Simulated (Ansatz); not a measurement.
## Geometry relaxation, with input and output: HfH2S2Cl2 (part 1 of 2)

- system: HfH2S2Cl2, SMILES [SH][Hf]([SH])([Cl])[Cl]
- method: RKS PBE0-D4/def2-TZVP (Ansatz 0.2.0)

The geometry: GFN2-xTB start. Figures and captions count atoms from 1; the log counts them from 0 in places.

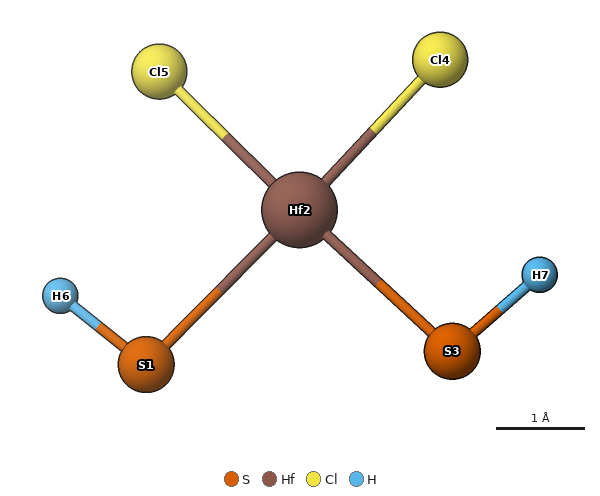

**Figure 1.** The structure as given in the input (ball-and-stick view, seen at a tilt; atoms are numbered from 1 in the order of the input). Sticks mark near contacts.

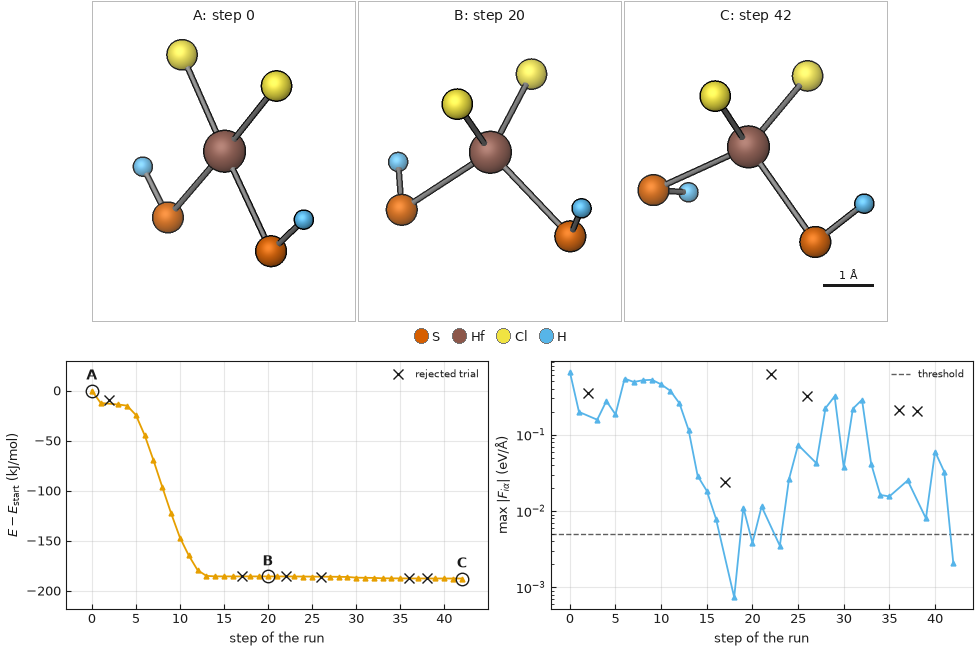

**Figure 2.** Frames of the relaxation (ball-and-stick view, seen at a tilt) above the curves, on which the letters mark them (the first geometry is step 0 here and step 1 in the log).

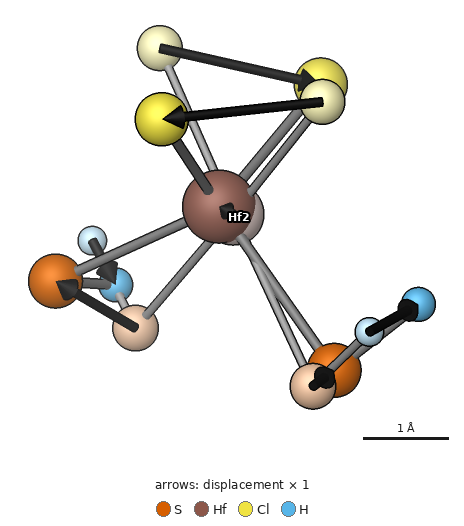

**Figure 3.** Start (faint) and end (solid) with the displacements as black arrows, at true length (ball-and-stick view, seen at a tilt). The two geometries are laid on each other by the best rigid fit. The largest moves after the best rigid fit, 1.97 Å, are those of Cl4 and Cl5. By element the largest moves are Cl 1.97 Å, S 1.33 Å, H 1.15 Å, Hf 0.24 Å. Among the contacts that change: S1–Hf2 2.491 → 2.412 Å, Hf2–S3 2.490 → 2.418 Å, Hf2–Cl4 2.354 → 2.326 Å, S1–H6 1.329 → 1.350 Å. Among the angles that change: S1–Hf2–Cl4 178.3° → 109.2°, Cl4–Hf2–Cl5 88.7° → 112.1°, S1–Hf2–Cl5 89.6° → 111.2°. After 42 geometry steps the energy has fallen by 187.7 kJ/mol. Largest force component: 0.67 eV/Å at the start, 0.0021 eV/Å at the end. The line search rejected the trial steps at points 2, 17, 22, 26, 36, 38 (counted from 0) and went back. (Atoms are counted from 1 in the order of the input.)

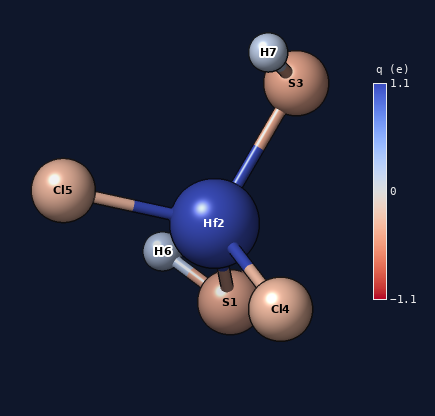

**Figure 4.** Mulliken charges, as the colour of each atom (ball-and-stick view, seen at an oblique angle; atoms are numbered from 1 in the order of the input). By element: S −0.41 to −0.40, Hf +1.08, Cl −0.32 and H +0.18 to +0.19 e.

The input that produced these results follows, with the program's output.

### Input file
```yaml
crystal:
  periodic: [false, false, false]
  atoms:
    - {symbol: S, position_ang: [-0.868630, 0.978690, 1.911960]}
    - {symbol: Hf, position_ang: [-0.019230, 0.078540, -0.250160]}
    - {symbol: S, position_ang: [1.156120, -1.799390, 0.887420]}
    - {symbol: Cl, position_ang: [0.760530, -0.715760, -2.323900]}
    - {symbol: Cl, position_ang: [-1.100100, 1.832620, -1.387950]}
    - {symbol: H, position_ang: [-1.556760, 1.984950, 1.383510]}
    - {symbol: H, position_ang: [1.628070, -2.359640, -0.220880]}
basis:
  gaussian: {orbitals: def2-TZVP}
hamiltonian: {xc: pbe0, dispersion: d4}
relax: {f_tol: 0.005, max_steps: 150}
```

Launched with:
```bash
ansatz run in.yaml --threads 4 --pin off --events-out ev --progress --plain --max-ram 10444MiB
```

### Output
```
Functional definition: PBE0
  name "PBE0"
  cite "Adamo & Barone, J. Chem. Phys. 110, 6158 (1999) doi:10.1063/1.478522"
  cite "Perdew, Burke & Ernzerhof, Phys. Rev. Lett. 77, 3865 (1996) doi:10.1103/PhysRevLett.77.3865"
  parent pbe
  parameter a = 0.25
  parameter kappa = 0.804
  parameter beta = 0.06672455060314922
  exchange = (1 - a)*pbe_x(kappa = kappa, mu = beta*pi^2/3) + a*exact_x
  correlation = pbe_c(beta = beta)
1559 factors; their error is unknown
mean field evaluation 1: about -48042.6754 eV, gradient 3.4e1 eV
mean field evaluation 2: about -48027.1967 eV, gradient 8.7e1 eV
mean field evaluation 4: about -48045.9744 eV, gradient 4.1e0 eV
mean field evaluation 8: about -48046.0250 eV, gradient 8.4e-2 eV
mean field evaluation 16: about -48046.1533 eV, gradient 5.0e-5 eV
mean field -48046.15334984 eV, -1765.6635687543 hartree, gradient 5.0e-5 eV, S^2 0.000000; 0 other end points of the search recorded, 0 dependent functions left out
the calculation of the forces begins
reference -48046.15337966 eV, -1765.6635698501 hartree; 40, 40 occupied and 160, 160 virtual orbitals, 1559 factors
relax step   1: F+E_penalty+E_count = -48046.37944853 eV  Δ(F+E_penalty+E_count) = +0.000e0 eV  max|allowed force component| = 6.694e-1 eV/Å  Δτ_max = 0.0000 Å  (28 SCF iters, accepted)
these checks for a lower state are left out or cut short: starts, cluster_reference, orbital_swaps, neighbouring_geometries, increment
1559 factors; their error is unknown
mean field -48046.28004576 eV, -1765.6682247435 hartree, gradient 2.7e-5 eV, S^2 0.000000; 0 other end points of the search recorded, 0 dependent functions left out
[... from here on the field's lines of each further geometry are left out, up to the last ...]
relax step   2: F+E_penalty+E_count = -48046.50769174 eV  Δ(F+E_penalty+E_count) = -1.282e-1 eV  max|allowed force component| = 1.994e-1 eV/Å  Δτ_max = 0.1949 Å  (36 SCF iters, accepted)
relax step   3: F+E_penalty+E_count = -48046.47367364 eV  Δ(F+E_penalty+E_count) = +3.402e-2 eV  max|allowed force component| = 3.513e-1 eV/Å  Δτ_max = 0.1951 Å  (37 SCF iters, rejected (line search))
relax step   4: F+E_penalty+E_count = -48046.52340348 eV  Δ(F+E_penalty+E_count) = -1.571e-2 eV  max|allowed force component| = 1.575e-1 eV/Å  Δτ_max = 0.0778 Å  (32 SCF iters, accepted)
relax step   5: F+E_penalty+E_count = -48046.53563521 eV  Δ(F+E_penalty+E_count) = -1.223e-2 eV  max|allowed force component| = 2.766e-1 eV/Å  Δτ_max = 0.0757 Å  (38 SCF iters, accepted)
relax step   6: F+E_penalty+E_count = -48046.63219729 eV  Δ(F+E_penalty+E_count) = -9.656e-2 eV  max|allowed force component| = 1.849e-1 eV/Å  Δτ_max = 0.1500 Å  (37 SCF iters, accepted)
relax step   7: F+E_penalty+E_count = -48046.84175570 eV  Δ(F+E_penalty+E_count) = -2.096e-1 eV  max|allowed force component| = 5.452e-1 eV/Å  Δτ_max = 0.1950 Å  (37 SCF iters, accepted)
relax step   8: F+E_penalty+E_count = -48047.10215378 eV  Δ(F+E_penalty+E_count) = -2.604e-1 eV  max|allowed force component| = 4.914e-1 eV/Å  Δτ_max = 0.2000 Å  (35 SCF iters, accepted)
relax step   9: F+E_penalty+E_count = -48047.37855769 eV  Δ(F+E_penalty+E_count) = -2.764e-1 eV  max|allowed force component| = 5.189e-1 eV/Å  Δτ_max = 0.2000 Å  (35 SCF iters, accepted)
relax step  10: F+E_penalty+E_count = -48047.65025812 eV  Δ(F+E_penalty+E_count) = -2.717e-1 eV  max|allowed force component| = 5.252e-1 eV/Å  Δτ_max = 0.1977 Å  (34 SCF iters, accepted)
relax step  11: F+E_penalty+E_count = -48047.90156479 eV  Δ(F+E_penalty+E_count) = -2.513e-1 eV  max|allowed force component| = 4.574e-1 eV/Å  Δτ_max = 0.2000 Å  (34 SCF iters, accepted)
relax step  12: F+E_penalty+E_count = -48048.08610128 eV  Δ(F+E_penalty+E_count) = -1.845e-1 eV  max|allowed force component| = 3.776e-1 eV/Å  Δτ_max = 0.1997 Å  (34 SCF iters, accepted)
relax step  13: F+E_penalty+E_count = -48048.23781262 eV  Δ(F+E_penalty+E_count) = -1.517e-1 eV  max|allowed force component| = 2.589e-1 eV/Å  Δτ_max = 0.1964 Å  (34 SCF iters, accepted)
relax step  14: F+E_penalty+E_count = -48048.29802011 eV  Δ(F+E_penalty+E_count) = -6.021e-2 eV  max|allowed force component| = 1.163e-1 eV/Å  Δτ_max = 0.2000 Å  (34 SCF iters, accepted)
relax step  15: F+E_penalty+E_count = -48048.30308050 eV  Δ(F+E_penalty+E_count) = -5.060e-3 eV  max|allowed force component| = 2.886e-2 eV/Å  Δτ_max = 0.0490 Å  (31 SCF iters, accepted)
relax step  16: F+E_penalty+E_count = -48048.30352367 eV  Δ(F+E_penalty+E_count) = -4.432e-4 eV  max|allowed force component| = 1.839e-2 eV/Å  Δτ_max = 0.0231 Å  (31 SCF iters, accepted)
relax step  17: F+E_penalty+E_count = -48048.30353777 eV  Δ(F+E_penalty+E_count) = -1.410e-5 eV  max|allowed force component| = 7.967e-3 eV/Å  Δτ_max = 0.0089 Å  (30 SCF iters, accepted)
relax step  18: F+E_penalty+E_count = -48048.30325782 eV  Δ(F+E_penalty+E_count) = +2.799e-4 eV  max|allowed force component| = 2.401e-2 eV/Å  Δτ_max = 0.0300 Å  (31 SCF iters, rejected (line search))
relax step  19: F+E_penalty+E_count = -48048.30364037 eV  Δ(F+E_penalty+E_count) = -1.026e-4 eV  max|allowed force component| = 7.413e-4 eV/Å  Δτ_max = 0.0080 Å  (31 SCF iters, accepted)
relax step  20: F+E_penalty+E_count = -48048.30368296 eV  Δ(F+E_penalty+E_count) = -4.259e-5 eV  max|allowed force component| = 1.110e-2 eV/Å  Δτ_max = 0.0227 Å  (31 SCF iters, accepted)
relax step  21: F+E_penalty+E_count = -48048.30370790 eV  Δ(F+E_penalty+E_count) = -2.494e-5 eV  max|allowed force component| = 3.832e-3 eV/Å  Δτ_max = 0.0052 Å  (31 SCF iters, accepted)
relax step  22: F+E_penalty+E_count = -48048.30374660 eV  Δ(F+E_penalty+E_count) = -3.870e-5 eV  max|allowed force component| = 1.149e-2 eV/Å  Δτ_max = 0.0102 Å  (30 SCF iters, accepted)
relax step  23: F+E_penalty+E_count = -48048.29438151 eV  Δ(F+E_penalty+E_count) = +9.365e-3 eV  max|allowed force component| = 6.342e-1 eV/Å  Δτ_max = 0.1968 Å  (34 SCF iters, rejected (line search))
relax step  24: F+E_penalty+E_count = -48048.30423047 eV  Δ(F+E_penalty+E_count) = -4.839e-4 eV  max|allowed force component| = 3.512e-3 eV/Å  Δτ_max = 0.0494 Å  (30 SCF iters, accepted)
relax step  25: F+E_penalty+E_count = -48048.30485953 eV  Δ(F+E_penalty+E_count) = -6.291e-4 eV  max|allowed force component| = 2.612e-2 eV/Å  Δτ_max = 0.0427 Å  (31 SCF iters, accepted)
relax step  26: F+E_penalty+E_count = -48048.30562331 eV  Δ(F+E_penalty+E_count) = -7.638e-4 eV  max|allowed force component| = 7.355e-2 eV/Å  Δτ_max = 0.0475 Å  (31 SCF iters, accepted)
relax step  27: F+E_penalty+E_count = -48048.30470025 eV  Δ(F+E_penalty+E_count) = +9.231e-4 eV  max|allowed force component| = 3.195e-1 eV/Å  Δτ_max = 0.0891 Å  (30 SCF iters, rejected (line search))
relax step  28: F+E_penalty+E_count = -48048.30686018 eV  Δ(F+E_penalty+E_count) = -1.237e-3 eV  max|allowed force component| = 4.240e-2 eV/Å  Δτ_max = 0.0446 Å  (31 SCF iters, accepted)
relax step  29: F+E_penalty+E_count = -48048.30779300 eV  Δ(F+E_penalty+E_count) = -9.328e-4 eV  max|allowed force component| = 2.234e-1 eV/Å  Δτ_max = 0.0975 Å  (34 SCF iters, accepted)
relax step  30: F+E_penalty+E_count = -48048.30930245 eV  Δ(F+E_penalty+E_count) = -1.509e-3 eV  max|allowed force component| = 3.193e-1 eV/Å  Δτ_max = 0.0876 Å  (31 SCF iters, accepted)
relax step  31: F+E_penalty+E_count = -48048.31630184 eV  Δ(F+E_penalty+E_count) = -6.999e-3 eV  max|allowed force component| = 3.727e-2 eV/Å  Δτ_max = 0.0742 Å  (30 SCF iters, accepted)
relax step  32: F+E_penalty+E_count = -48048.31798509 eV  Δ(F+E_penalty+E_count) = -1.683e-3 eV  max|allowed force component| = 2.197e-1 eV/Å  Δτ_max = 0.1296 Å  (31 SCF iters, accepted)
relax step  33: F+E_penalty+E_count = -48048.31909191 eV  Δ(F+E_penalty+E_count) = -1.107e-3 eV  max|allowed force component| = 2.876e-1 eV/Å  Δτ_max = 0.0680 Å  (31 SCF iters, accepted)
relax step  34: F+E_penalty+E_count = -48048.32316718 eV  Δ(F+E_penalty+E_count) = -4.075e-3 eV  max|allowed force component| = 4.168e-2 eV/Å  Δτ_max = 0.0601 Å  (30 SCF iters, accepted)
relax step  35: F+E_penalty+E_count = -48048.32379268 eV  Δ(F+E_penalty+E_count) = -6.255e-4 eV  max|allowed force component| = 1.625e-2 eV/Å  Δτ_max = 0.0320 Å  (32 SCF iters, accepted)
relax step  36: F+E_penalty+E_count = -48048.32411546 eV  Δ(F+E_penalty+E_count) = -3.228e-4 eV  max|allowed force component| = 1.557e-2 eV/Å  Δτ_max = 0.0238 Å  (30 SCF iters, accepted)
relax step  37: F+E_penalty+E_count = -48048.32399424 eV  Δ(F+E_penalty+E_count) = +1.212e-4 eV  max|allowed force component| = 2.132e-1 eV/Å  Δτ_max = 0.1075 Å  (30 SCF iters, rejected (line search))
relax step  38: F+E_penalty+E_count = -48048.32482738 eV  Δ(F+E_penalty+E_count) = -7.119e-4 eV  max|allowed force component| = 2.520e-2 eV/Å  Δτ_max = 0.0524 Å  (31 SCF iters, accepted)
relax step  39: F+E_penalty+E_count = -48048.32411874 eV  Δ(F+E_penalty+E_count) = +7.086e-4 eV  max|allowed force component| = 2.023e-1 eV/Å  Δτ_max = 0.0762 Å  (31 SCF iters, rejected (line search))
relax step  40: F+E_penalty+E_count = -48048.32499046 eV  Δ(F+E_penalty+E_count) = -1.631e-4 eV  max|allowed force component| = 8.018e-3 eV/Å  Δτ_max = 0.0231 Å  (31 SCF iters, accepted)
relax step  41: F+E_penalty+E_count = -48048.32509159 eV  Δ(F+E_penalty+E_count) = -1.011e-4 eV  max|allowed force component| = 6.011e-2 eV/Å  Δτ_max = 0.0488 Å  (29 SCF iters, accepted)
relax step  42: F+E_penalty+E_count = -48048.32528622 eV  Δ(F+E_penalty+E_count) = -1.946e-4 eV  max|allowed force component| = 3.283e-2 eV/Å  Δτ_max = 0.0119 Å  (30 SCF iters, accepted)
the calculation of the forces begins
reference -48048.09802188 eV, -1765.7350341336 hartree; 40, 40 occupied and 160, 160 virtual orbitals, 1559 factors
relax step  43: F+E_penalty+E_count = -48048.32532938 eV  Δ(F+E_penalty+E_count) = -4.316e-5 eV  max|allowed force component| = 2.068e-3 eV/Å  Δτ_max = 0.0075 Å  (31 SCF iters, accepted)
1559 factors; their error is unknown
mean field -48048.09799037 eV, -1765.7350329757 hartree, gradient 2.2e-5 eV, S^2 0.000000; 1 other end points of the search recorded, 0 dependent functions left out
the calculation of the forces begins
reference -48048.09802188 eV, -1765.7350341336 hartree; 40, 40 occupied and 160, 160 virtual orbitals, 1559 factors
Total energy: -48048.32536088 eV, -1765.7433886878 hartree
Atom 0 at     0.147438     1.846176     1.452289 Å, force    -0.000435     0.000903    -0.000034 eV/Å
Atom 1 at     0.172870     0.217678    -0.326545 Å, force    -0.002002    -0.001383    -0.000481 eV/Å
Atom 2 at     0.417685    -1.910654     0.794045 Å, force     0.000255     0.001007    -0.000553 eV/Å
Atom 3 at     1.998417     0.624869    -1.709405 Å, force     0.000770     0.000673    -0.000331 eV/Å
Atom 4 at    -1.837144     0.224690    -1.505904 Å, force     0.002068    -0.000497     0.000696 eV/Å
Atom 5 at    -1.157192     1.572481     1.665068 Å, force     0.000013     0.001010     0.001313 eV/Å
Atom 6 at     0.257926    -2.575231    -0.369548 Å, force    -0.000669    -0.001712    -0.000611 eV/Å
Dipole moment:    -0.149918    -0.065348    -0.004923 e Å
```

### Trajectory as extended XYZ (Å, eV, eV/Å), 43 frames, from step=1 to step=43
```
7
Properties=species:S:1:pos:R:3:forces:R:3 step=1 energy=-48046.37945
S    -0.8686    0.9787    1.9120    0.4516  -0.6694   0.0694
Hf   -0.0192    0.0785   -0.2502    0.0425  -0.1310   0.4609
S     1.1561   -1.7994    0.8874   -0.3986   0.4909   0.5088
Cl    0.7605   -0.7158   -2.3239    0.1818  -0.2088  -0.3745
Cl   -1.1001    1.8326   -1.3880   -0.2408   0.3622  -0.1578
H    -1.5568    1.9849    1.3835   -0.1524   0.2616  -0.1857
H     1.6281   -2.3596   -0.2209    0.1158  -0.1055  -0.3210
7
Properties=species:S:1:pos:R:3:forces:R:3 step=2 energy=-48046.50769
S    -0.7733    0.8089    1.9049    0.0973  -0.1072  -0.1929
Hf   -0.0327    0.1010   -0.3381    0.0008   0.0053  -0.0340
S     1.0428   -1.6785    0.9888   -0.1278   0.1994  -0.0808
Cl    0.7916   -0.7511   -2.4126    0.0219  -0.0575   0.1719
Cl   -1.1516    1.9052   -1.4341    0.0102  -0.0456   0.1758
H    -1.4388    1.8573    1.4011   -0.0936   0.1296   0.0290
H     1.5621   -2.2426   -0.1099    0.0914  -0.1239  -0.0690
7
Properties=species:S:1:pos:R:3:forces:R:3 step=3 energy=-48046.47367 accepted=F
S    -0.7568    0.7940    1.8186   -0.0782   0.1118   0.1015
Hf   -0.0418    0.1277   -0.4287   -0.0299   0.1032  -0.3513
S     1.0081   -1.6225    0.9285    0.0967  -0.1367   0.0081
Cl    0.8992   -0.9093   -2.3835   -0.2447   0.3375   0.1322
Cl   -1.2463    2.0158   -1.3042    0.2477  -0.3405  -0.1193
H    -1.4611    1.8901    1.4548    0.1419  -0.2265   0.0461
H     1.5986   -2.2957   -0.0855   -0.1335   0.1512   0.1827
7
Properties=species:S:1:pos:R:3:forces:R:3 step=4 energy=-48046.52340
S    -0.7573    0.7932    1.8706    0.0042   0.0010  -0.0120
Hf   -0.0364    0.1136   -0.3774   -0.0093   0.0398  -0.1575
S     1.0221   -1.6464    0.9713   -0.0008   0.0010  -0.0156
Cl    0.8002   -0.7578   -2.4321    0.0278  -0.0544   0.1144
Cl   -1.1653    1.9234   -1.4407   -0.0063  -0.0154   0.1229
H    -1.4538    1.8680    1.4672   -0.0242   0.0369  -0.0170
H     1.5905   -2.2942   -0.0590    0.0086  -0.0089  -0.0352
7
Properties=species:S:1:pos:R:3:forces:R:3 step=5 energy=-48046.53564
S    -0.7121    0.8192    1.8697    0.1016   0.0224  -0.1812
Hf   -0.0303    0.1273   -0.4042    0.0215  -0.0852   0.2766
S     0.9815   -1.6662    0.9646   -0.1417   0.0774  -0.1339
Cl    0.8729   -0.7467   -2.4190    0.0750   0.0193   0.0307
Cl   -1.2358    1.9003   -1.4259   -0.0673  -0.0401   0.0274
H    -1.4470    1.8723    1.4737   -0.0053   0.0159   0.0004
H     1.5710   -2.3062   -0.0589    0.0163  -0.0097  -0.0199
7
Properties=species:S:1:pos:R:3:forces:R:3 step=6 energy=-48046.63220
S    -0.6088    0.8997    1.8713    0.1656   0.1617  -0.1006
Hf   -0.0312    0.1221   -0.3925    0.0006  -0.0186   0.0558
S     0.8703   -1.7422    0.9391   -0.1762  -0.0966  -0.1609
Cl    0.9949   -0.6677   -2.3855    0.1771   0.1560   0.0796
Cl   -1.3535    1.8073   -1.4218   -0.1647  -0.1849   0.0117
H    -1.4283    1.8897    1.4641    0.0763  -0.0571   0.0293
H     1.5566   -2.3089   -0.0747   -0.0788   0.0393   0.0851
7
Properties=species:S:1:pos:R:3:forces:R:3 step=7 energy=-48046.84176
S    -0.4582    0.9985    1.8663   -0.0937   0.4342  -0.2599
Hf   -0.0320    0.1192   -0.3866   -0.0254   0.0687  -0.2594
S     0.7133   -1.8296    0.9074    0.0944  -0.2505  -0.5452
Cl    1.1533   -0.5597   -2.3496    0.1246   0.3545   0.3646
Cl   -1.5074    1.6877   -1.4239   -0.0789  -0.4953   0.1243
H    -1.4055    1.8986    1.4639    0.4494  -0.2942   0.1433
H     1.5365   -2.3145   -0.0775   -0.4704   0.1826   0.4324
7
Properties=species:S:1:pos:R:3:forces:R:3 step=8 energy=-48047.10215
S    -0.3856    1.0522    1.8555    0.0635   0.3754  -0.1930
Hf   -0.0319    0.1168   -0.3788   -0.0211   0.0554  -0.2024
S     0.6391   -1.8712    0.8806   -0.0775  -0.2327  -0.3892
Cl    1.2864   -0.4262   -2.2828    0.1691   0.3720   0.3235
Cl   -1.6332    1.5335   -1.4187   -0.1303  -0.4914   0.0883
H    -1.3362    1.9344    1.4443    0.3339  -0.1796   0.0987
H     1.4614   -2.3395   -0.1001   -0.3376   0.1009   0.2740
7
Properties=species:S:1:pos:R:3:forces:R:3 step=9 energy=-48047.37856
S    -0.3086    1.1167    1.8405    0.0897   0.3539  -0.1833
Hf   -0.0317    0.1131   -0.3689   -0.0225   0.0639  -0.2259
S     0.5583   -1.9205    0.8465   -0.1071  -0.2189  -0.3554
Cl    1.4047   -0.2798   -2.2154    0.1319   0.3769   0.3699
Cl   -1.7450    1.3687   -1.4228   -0.0874  -0.5189   0.1165
H    -1.2788    1.9804    1.4394    0.3212  -0.1627   0.0579
H     1.4011   -2.3787   -0.1194   -0.3257   0.1057   0.2202
7
Properties=species:S:1:pos:R:3:forces:R:3 step=10 energy=-48047.65026
S    -0.2248    1.1733    1.8242    0.1503   0.2411  -0.2355
Hf   -0.0320    0.1115   -0.3646   -0.0152   0.0429  -0.1539
S     0.4707   -1.9632    0.8163   -0.1807  -0.0931  -0.3122
Cl    1.5180   -0.1366   -2.1394    0.0193   0.3518   0.4301
Cl   -1.8506    1.2022   -1.4196    0.0347  -0.5252   0.1609
H    -1.2144    2.0046    1.4202    0.2135  -0.0566   0.0150
H     1.3331   -2.3918   -0.1371   -0.2220   0.0391   0.0956
```
